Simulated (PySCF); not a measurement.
## Electronic structure of C5H9F3O in real space

The calculation's input:

```
{"job": {"kind": "nmr", "xc": "PBE0", "basis": "pcSseg-1", "pop": false}, "charge": 0, "multiplicity": 1}
C      2.674600    -0.250500     0.698400
C      1.797600    -1.173200    -0.257800
O      0.727700    -0.581900    -0.945000
C     -0.459400    -0.352700    -0.123500
C     -1.725500    -0.578100    -0.929400
C     -2.907100     0.054800    -0.228000
F     -3.137500     1.354800    -0.502300
F     -4.043800    -0.635100    -0.457100
F     -2.748000     0.026200     1.070100
H      3.490000    -0.796300     1.054700
H      2.881700     0.653300     0.150900
H      1.955200    -0.066400     1.461500
H      2.384900    -1.507300    -1.153900
H      1.534000    -2.133900     0.157800
H     -0.546800    -1.103900     0.701100
H     -0.316700     0.652100     0.344100
H     -1.579700    -0.145500    -1.876900
H     -1.864300    -1.628800    -1.160600
```

Command:

```sh
OMP_NUM_THREADS=1 python probes_run.py task.json out
```

Geometry: GFN2-xTB, MD frame at 250 fs, 300 K.

These are results of PySCF, PBE0/pcSseg-1, SCF density, gas phase, non-relativistic, not measurements.

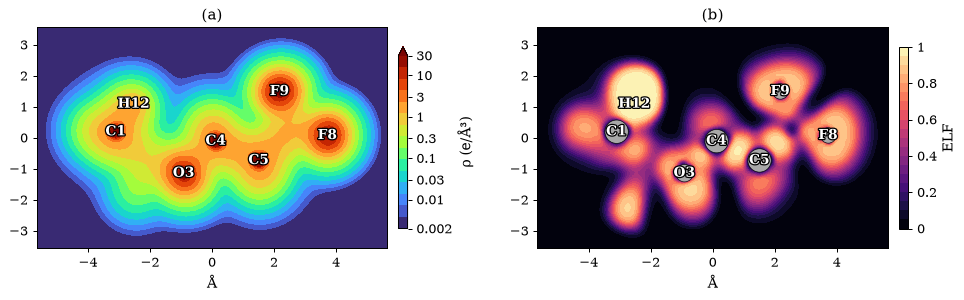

Figure 1. (a) electron density; (b) ELF on the plane of atoms O3, C4 and C5. Grey discs cover the atomic cores in the ELF map.

> Read the bonding off the picture.

Atoms in the plane: C, O, F and H.
C–C (1.52 Å): ρ at the midpoint is about 1.7 e/Å³; the ELF peaks at about 0.95 between the atoms; a covalent bond.
C–H (1.06 Å): ρ is about 2.1 e/Å³ halfway; the ELF climbs to about 1 towards the hydrogen, as it does in any bond to H (an ordinary covalent bond to hydrogen).
C–O (1.46 Å): ρ is about 1.8 e/Å³ halfway, with its minimum of 1.6 e/Å³ about 0.6 Å from C; the ELF peaks at about 0.90 between the atoms (a shared but strongly polarised pair).
The ELF also peaks beside O3, F8 and F9, away from the bonds: lone-pair regions.

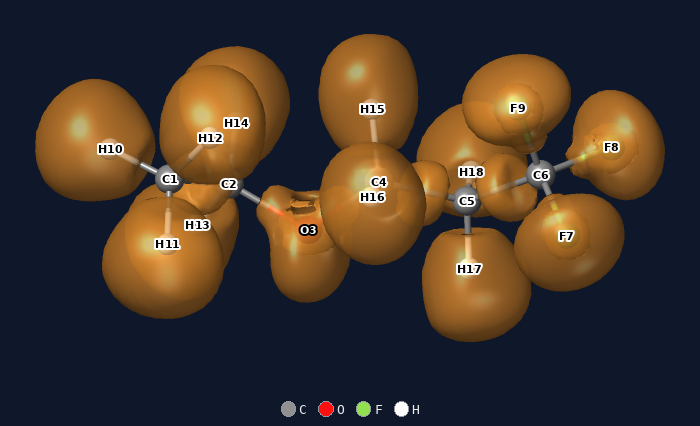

Figure 2. Isosurface of the ELF at 0.75 (orange), seen from one side. Only the valence region is drawn (cores and ρ < 0.01 e/Å³ removed).

> What do the ELF domains correspond to?

At this value the surface marks out three regions between bonded C–C atoms (shared pairs), nine regions around hydrogen nuclei, three regions on F in which the atom's valence shell and bonds are merged and one region on O in which the atom's valence shell and bonds are merged.


C–F (1.31 Å): the ELF peaks at about 0.85 between the atoms (a shared but strongly polarised pair). C–O (1.40 Å): the ELF peaks at about 0.90 between the atoms: a shared but strongly polarised pair.

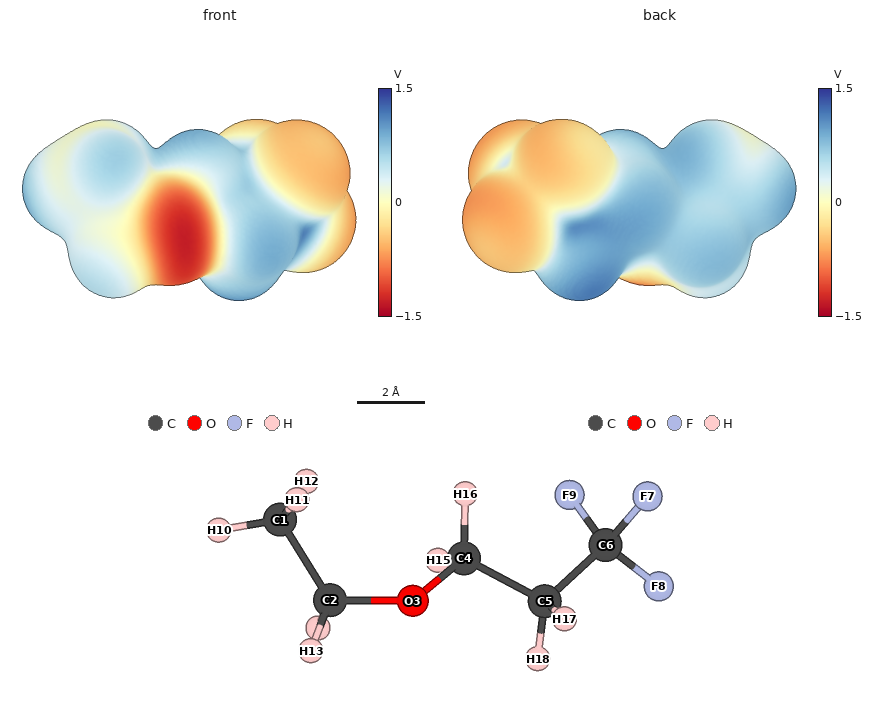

Figure 3. The molecular electrostatic potential painted on the density surface at 0.002 e/bohr³, seen from the front and from behind; red is negative and blue positive. The bare structure is drawn below in the same view.

> Where is the surface potential most negative and most positive?

The most negative region (about −1.3 V) lies over O3, the most positive (about +1.1 V) over C6 and H18. O3 is the likeliest acceptor of a hydrogen bond.

> What dipole moment does the calculation give?

Its dipole moment is 2.31 D.
